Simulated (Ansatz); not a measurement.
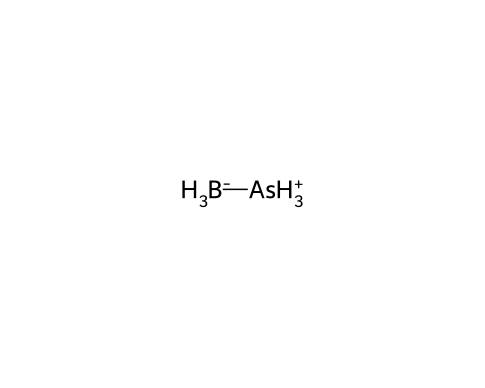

Simulated data, not a measurement (program: Ansatz).

A structural formula.

Q: Write the SMILES.

A: [BH3-][AsH3+]

Q: Give the formula, hydrogens included.

A: AsBH6.

Q: An optimisation with PBE0-D4/def2-TZVP gave a structure of which point group?

A: C3v.
